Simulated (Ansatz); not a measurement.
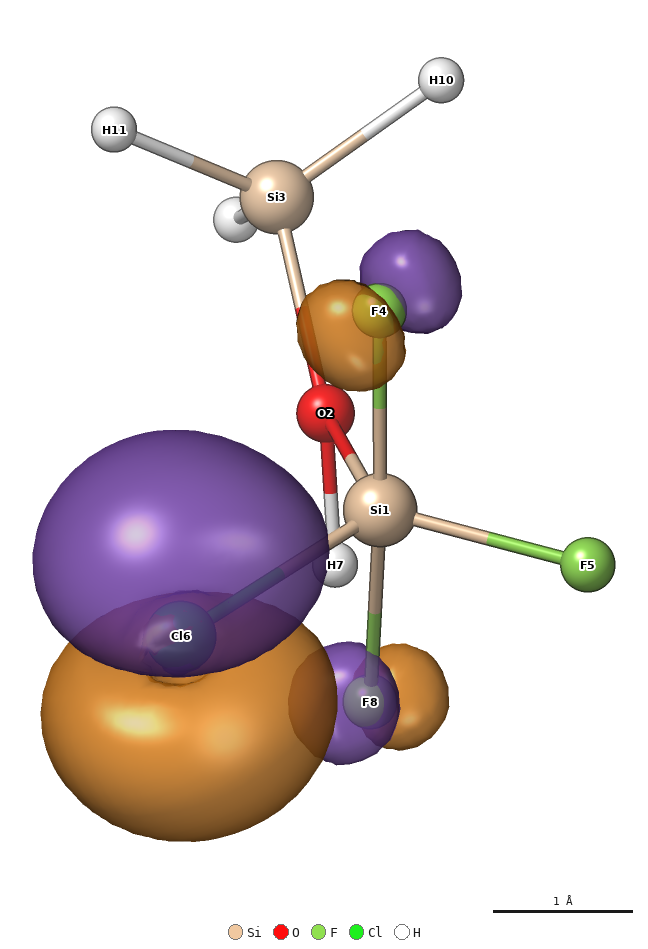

Figure 1: ClF3H4OSi2. One frontier orbital at ±0.15 Å⁻³ᐟ² (orange and purple are the two phases), seen at an oblique angle.

A transition-state structure; geometry: PBE0-D4/def2-TZVP.

Theory: Ansatz, RKS PBE0-D4/def2-TZVPP.

```yaml
atoms:
  - { symbol: Si, position_ang: [-0.3384, 0.7025, 1.1488] }
  - { symbol: O, position_ang: [0.2203, 0.2131, -0.4240] }
  - { symbol: Si, position_ang: [0.1580, -1.2267, -1.3102] }
  - { symbol: F, position_ang: [-1.0312, -0.7298, 1.4071] }
  - { symbol: F, position_ang: [-1.6266, 1.6095, 1.2284] }
  - { symbol: Cl, position_ang: [0.9510, 0.7307, 2.7124] }
  - { symbol: H, position_ang: [0.6352, 1.2898, -0.4606] }
  - { symbol: F, position_ang: [0.5669, 2.1609, 0.3591] }
  - { symbol: H, position_ang: [0.8905, -0.9217, -2.5582] }
  - { symbol: H, position_ang: [-1.2580, -1.5476, -1.5756] }
  - { symbol: H, position_ang: [0.8322, -2.2808, -0.5273] }
```

**Which orbital is it: HOMO or LUMO?**

The HOMO, at −9.35 eV. Its weight (Hirshfeld) is mainly on Cl6 (about 85 %); largely a lone pair of Cl6.
